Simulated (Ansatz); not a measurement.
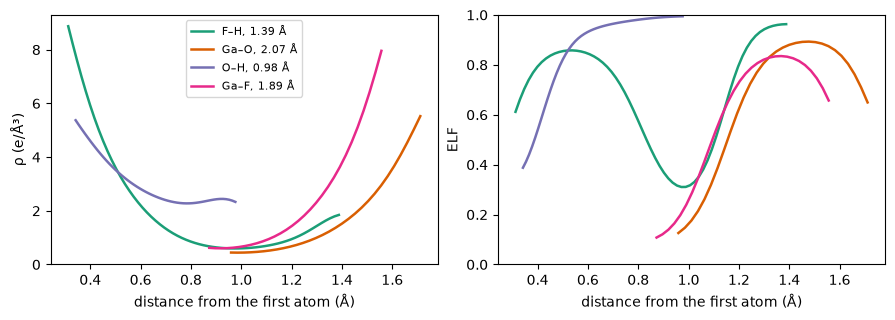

FGaH4O···HF. Electron density and ELF along straight lines between neighbouring atoms. The curves leave out the atomic cores.

Method: RKS PBE-D4/def2-SVP (Ansatz).

```xyz
9

Ga   -0.6218   -1.0368    0.3885
O     1.2040   -0.2862   -0.2485
H    -0.9643   -2.0578   -0.7574
H    -0.4494   -1.1440    1.9413
H    -0.5105    1.5931    0.0138
F    -1.4787    0.5991    0.0006
H     1.0866    0.7292   -0.1648
F     0.3846    2.0618    0.0249
H     1.3495   -0.4581   -1.1985
```

Compare the contacts.

F6···H5 (1.39 Å): the density falls to about 0.6 e/Å³ on the way; the ELF dips to about 0.30 between them.
Ga–O (2.07 Å): the density is about 0.45 e/Å³ at the midpoint; the ELF peaks at about 0.90 in the valence shell of O, 0.6 Å from its nucleus, and is about 0.20 at the midpoint.
O–H (0.98 Å): ρ at the midpoint is about 3.6 e/Å³; the ELF climbs to about 1 towards the hydrogen, as it does in any bond to H: an ordinary covalent bond to hydrogen.
Ga–F (1.89 Å): the density is about 0.61 e/Å³ at the midpoint; the ELF peaks at about 0.85 in the valence shell of F, 0.5 Å from its nucleus, and is about 0.15 at the midpoint.
